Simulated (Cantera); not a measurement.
Feed: 1 mol Si, 0.0075 mol O2, 290 mol N2, at 6980 Torr.

These are equilibrium values from Cantera (NASA tables, ideal gas, pure condensed phases), not measurements of a reactor. Candidate condensed phases: Si, SiO2, Si2N2O, Si3N4; 16 gas species. Mutual solubility and eutectic melting of coexisting phases are not modelled. Equilibrium is a limit: real reactors are often held back by kinetics, nucleation or transport.

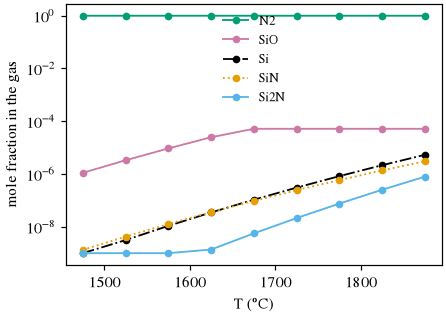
Equilibrium gas composition (values under 1e-9 drawn at 1e-9)

**Question.** Read off the mole fractions at 1575 °C.

**Answer.** N2 about 1.00, SiO about 9.3e-6, SiN about 1.3e-8, Si about 1.1e-8.
